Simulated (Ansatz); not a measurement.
Dissociation curve of CH, doublet.

Methods: UCCSD(T) = CCSD(T) on UHF/cc-pVDZ, frozen core (Ansatz, a first-principles code); UKS-B3LYP = unrestricted B3LYP/cc-pVDZ run with Ansatz; UKS-PBE = unrestricted PBE/cc-pVDZ run with Ansatz; UCCSDT(Q) = Ansatz with CCSDT(Q) on UHF/cc-pVDZ, frozen core; FCI = full CI/cc-pVDZ, frozen core in Ansatz.

Cost and accuracy over the 22 points of the scan, with FCI as yardstick. Costs are rough ratios of core time within Ansatz on shared cores, each with its mean field (Kohn-Sham runs search longer for lower solutions than correlated ones do); the miss is the largest error against full CI of the curve after the mean shift, in mEh.

Problem. Which is the cheapest of these levels that stays within 4.7 mEh of FCI?

Solution. UCCSD(T).

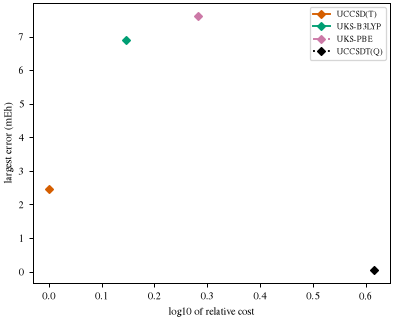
Figure. Miss against cost, one point a level.

| level | relative cost | largest error |
|---|---|---|
| UCCSD(T) | 1 | 2.5 |
| UKS-B3LYP | 1 | 6.9 |
| UKS-PBE | 2 | 7.6 |
| UCCSDT(Q) | 4 | 0.0 |

Costs within a factor of two of each other count as equal.

The unrestricted determinant behind UCCSD(T), UCCSDT(Q) is spin-contaminated at 0.90 to 4.49 Å (<S²> up to 1.8, against 0.75 for a pure doublet). The unrestricted determinant behind UKS-B3LYP is spin-contaminated at 0.90, 1.89 to 4.49 Å (<S²> up to 1.8, against 0.75 for a pure doublet). The unrestricted determinant behind UKS-PBE is spin-contaminated at 0.90 to 1.13, 2.24 to 4.49 Å (<S²> up to 1.8, against 0.75 for a pure doublet).
